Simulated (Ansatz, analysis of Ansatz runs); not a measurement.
# Se_In in monolayer InSe: energy, spin and levels, part 3 of 3

We look for the structure, spin, formation energy and gap states of neutral Se_In in monolayer InSe. Model: a cell of 36 host atoms with 1 In taken out and 1 Se put in.

Ansatz 0.2.0; plane-wave PAW DFT, PBEsol and LDA; supercells relaxed in a periodic cell with vacuum, the primitive cell and the final single points with the Coulomb interaction cut along the normal.

So far, gap on the k-mesh (eV): step 4 (band edges against the vacuum level) 1.65.

**6. Energies and states on the vacuum scale (continued)**

Level of this step: plane-wave PAW DFT, PBEsol, Coulomb cut-off along the normal; single point of a defect in a monolayer on the structure relaxed with PBEsol; PAW set soft_1 (Ansatz).

States next to the filling edge at the first k-point, on the run's own zero (eigenstates.tsv). The participation number counts the atoms that a state is spread over, of 36; bands count from 0.

```tsv
spin	band	energy (eV)	occupation	participation	largest share on	share
down	256	-6.370	1.00	22.3	Se24	0.11
down	257	-6.331	1.00	22.4	Se35	0.07
down	258	-6.311	1.00	22.0	Se28	0.07
down	259	-6.271	1.00	19.0	Se4	0.14
down	260	-6.095	1.00	27.3	Se11	0.06
down	261	-5.966	1.00	9.2	Se8	0.18
down	262	-5.216	0.00	4.3	Se4	0.38
down	263	-4.236	0.00	32.8	Se28	0.04
down	264	-4.078	0.00	6.0	Se18	0.29
down	265	-3.860	0.00	12.1	In17	0.19
down	266	-3.607	0.00	21.5	In25	0.08
up	257	-6.338	1.00	22.4	Se20	0.07
up	258	-6.319	1.00	21.4	Se28	0.08
up	259	-6.310	1.00	21.2	Se4	0.12
up	260	-6.123	1.00	19.1	Se8	0.09
up	261	-6.090	1.00	20.0	Se18	0.10
up	262	-5.630	1.00	5.6	Se4	0.29
up	263	-4.245	0.00	32.8	Se28	0.04
up	264	-4.171	0.00	5.6	Se18	0.30
up	265	-3.894	0.00	11.4	In17	0.20
up	266	-3.613	0.00	20.7	In25	0.08
up	267	-3.549	0.00	22.0	In25	0.10
```

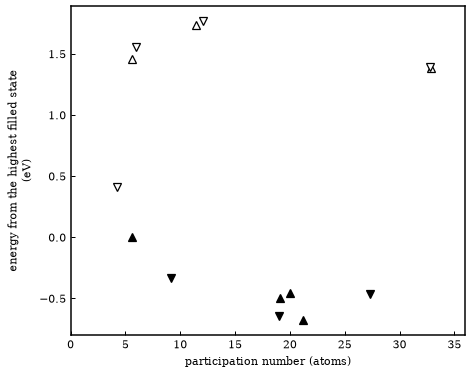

States next to the filling edge at the first k-point: energy against spread. Filled marks are occupied, open marks empty; triangles up and down are the spins.

Under PBEsol at the first k-point of a 2×2×1 Γ-centred mesh, the highest filled state is spin up, spread over 6 of 36 atoms, and the lowest empty one, 0.41 eV above it, is spin down, spread over 4 of 36 atoms.

The largest moments in the atoms' spheres: Se4 0.25, Se18 0.21, Se8 0.05, Se20 0.05, Se32 0.02, Se3 0.01 μB.

Formation energy from total energies, with In (body-centred tetragonal) and Se (trigonal (grey) selenium) as references:

```tsv
total moment (μB)	formation energy (eV)
1	2.50
3	3.04
```

At the limits that the elements set: 3.44 eV (In-rich) and 1.56 eV (Se-rich); other compounds of these elements are not counted.

Levels in the gap that spread over about a quarter of the atoms at most (wider ones, and those within about 0.1 eV of an edge, are left out):

```tsv
spin	occupation	above the perfect sheet's valence top (eV)	atoms it spreads over
down	0.00	0.79	4.3
up	1.00	0.37	5.6
```

**7. The same structures under LDA**

LDA on the structures relaxed with PBEsol shows how much of the energy belongs to the functional at a fixed structure; lattice and atoms are not at rest under it.

Contents of q0_M1.point.lda/input.yaml:

```yaml
crystal:
  lattice:
    - [11.98819588, 8.6e-07, 0.0]
    - [-5.99409868, 10.38208175, 0.0]
    - [0.0, 0.0, 38.0]
  atoms:
    - { symbol: In, position: [-0.0020862, -0.00137423, 0.53511005] }
    - { symbol: In, position: [0.00344645, 0.00083305, 0.46228878] }
[... 1 atom line left out ...]
    - { symbol: Se, position: [0.22029198, 0.10684474, 0.42846968] }
[... 3 atom lines left out ...]
    - { symbol: Se, position: [0.20298053, 0.44482624, 0.4325306] }
[... 8 atom lines left out ...]
    - { symbol: In, position: [0.33707381, 0.33981856, 0.53262895] }
    - { symbol: Se, position: [0.35478392, 0.37540089, 0.46153617] }
[... 1 atom line left out ...]
    - { symbol: Se, position: [0.57549218, 0.4448598, 0.43282373] }
[... 15 atom lines left out ...]
    - { symbol: Se, position: [0.89070933, 0.77718996, 0.42918243] }
  periodic: [true, true, false]
basis:
  ecutwfc: 420
  xc_grid: 2
hamiltonian:
  xc: lda
  pseudopotentials: { kind: paw, azcp: { folder: soft_1 }, xc_functional: pbe }
kpoints:
  mp_grid: { grid: [2, 2, 1] }
magnetization:
  spin_polarized: true
  initial_magnetization: 1
  spin_locking: { lock_magnetization: hard }
scf:
  occupations: { method: fixed }
  max_iter: 60
output:
  forces: true
  eigenvalues: true
checkpoint:
  write: "../q0_M1.point.lda.run"
  compress: false
  write_wavefunctions: false
  write_every: 100000
```

Run with:

```console
$ ansatz run input.yaml --threads 32 --pin off --max-ram 84787MiB --backend cuda --events-out ev --progress --plain --runs-dir out --max-vram 78GiB
```

The log of the run:

```text
[...]
Crystal: 36 atoms, lattice volume = 4729.573 Å³
Basis set: ecut = 420 eV, 92257 PW (Γ), exchange–correlation on 162×162×512 points (8 copies of the dense FFT grid, shifted against one another)
Bands: 316, of which v1, the nominal top of the filled ones, is band 263 counted from 1 (262 counted from 0)
[...]
k-points: 4
[...]
SCF iter   1: F=—  HF=-195072.608153 eV  |F-HF|=—  |Δ(HF+E_count)|=         —  Δρ=7.13e-3 (↑7.13e-3 ↓6.73e-3)  dr2=1.63e1  dr2_m=9.49e-2  M=1.000 μB ∫|m|=1.019 μB  β_m=0.30  ethr=3.10e-3  ⟨swp⟩=6.8  H [...]
[...]
SCF iter   2: F=—  HF=-195068.659691 eV  |F-HF|=—  |Δ(HF+E_count)|=    3.95e0  Δρ=4.11e-3 (↑4.11e-3 ↓3.93e-3)  dr2=3.58e0  dr2_m=5.54e-2  M=1.000 μB ∫|m|=1.021 μB  β_m=0.38  ethr=3.10e-3  ⟨swp⟩=2.9  H [...]
[...]
SCF iter   6: F=—  HF=-195067.804804 eV  |F-HF|=—  |Δ(HF+E_count)|=   2.59e-2  Δρ=3.46e-4 (↑2.96e-4 ↓3.46e-4)  dr2=4.65e-2  dr2_m=4.68e-4  M=1.000 μB ∫|m|=1.050 μB  β_m=0.32  ethr=7.10e-5  ⟨swp⟩=3.5   [...]
[...]
SCF iter  17: F=-195067.804112 eV  HF=-195067.804112 eV  |F-HF|=4.66e-10  |Δ(HF+E_count)|=  6.69e-10  Δρ=1.06e-7 (↑9.17e-8 ↓1.06e-7)  dr2=3.35e-9  dr2_m=2.65e-10  M=1.000 μB ∫|m|=1.058 μB  β_m=0.40  e [...]
[...]
SCF 1 converged in 18 iterations: F = -195067.804112 eV  dr2 = 6.56e-11
[...]
SCF converged after 18 iterations
[...]
```

It took 13 s on 1 × NVIDIA GB200 with 32 threads of Arm Neoverse V2, shared host; peak memory 2.2 GiB.

Formation energy from total energies, with In (body-centred tetragonal) and Se (trigonal (grey) selenium) as references:

```tsv
total moment (μB)	formation energy (eV)
1	2.53
3	3.20
```

At the limits that the elements set: 3.39 eV (In-rich) and 1.66 eV (Se-rich); other compounds of these elements are not counted.

Against PBEsol the formation energy goes from 2.50 to 2.53 eV.

**8. What came out**

```json
{
 "valence top of the perfect sheet below vacuum": "6.00 eV",
 "gap of the perfect sheet (PBEsol), on this mesh alone": "1.65 eV",
 "largest displacement, common shift taken out": "0.45 Å",
 "atoms nearest to the centre": "Se 0.44, In 2.63, Se 2.70, Se 2.77, Se 2.78, In 3.97, In 3.97 Å",
 "formation energy, elements as references (PBEsol)": "2.50 eV",
 "formation energy, elements as references (LDA)": "2.53 eV",
 "moment of the lowest state among those obtained": "1 μB",
 "levels over 0.1 eV inside the gap, on about a quarter of the atoms or fewer": "2"
}
```

**Reading.** Under PBEsol the neutral defect costs 2.50 eV against the perfect sheet and the elements' reference phases, lowest with the moment held at 1 μB; the state with 3 μB lies 0.54 eV higher. The two ended in unlike structures (atoms up to 0.7 Å apart), and neither moment was tried on the other's structure, so this difference is not that of the spin alone. 2 localised Kohn–Sham levels lie inside the gap, counting those on about a quarter of the atoms or fewer and clear of the band edges; the highest filled one is 0.37 eV above the valence top; the lowest empty one is 0.86 eV below the conduction bottom. Across PBEsol and LDA the formation energy spans 0.03 eV on one structure. What this leaves open: the images lie 12.0 Å apart in the plane; semilocal functionals make the gap too small and spread bound carriers; Kohn–Sham levels are not transition levels, and excitons, strong in sheets, are left out; a free-standing sheet, no substrate.

[Logs are printed without paths, hosts, clocks, repeated set-up lines and the standing remarks that a program may print on its own settings, such as how far it seeks lower states.]

[Hosts, paths, dates, database ids (printed as entryN), source tags and the programs' standing remarks are cut or masked in the printed files.]

[Maps of the electrostatic potential energy from Ansatz leave out the sawtooth potential of an applied field or a dipole correction, so their vacuum need not be flat.]
